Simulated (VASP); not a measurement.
Band structure of AgCl (rock salt). All values below come from revTPSS meta-GGA, VASP's PBE PAW potentials (set 64) (plane waves; VASP).

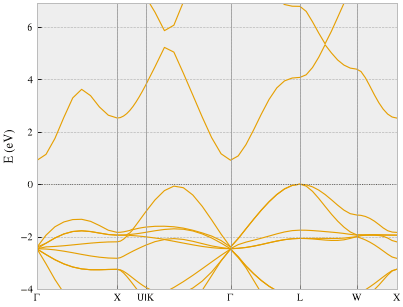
Figure: Bands along high-symmetry lines, zero at the valence-band maximum or, without a gap, the Fermi level

Task: Read the plot: is there a gap, and where are the band edges?

Result: The gap is indirect, 0.91 eV, from the valence maximum at L to the conduction minimum at Γ.

The compound is AgCl in the rock salt structure. It was relaxed first.
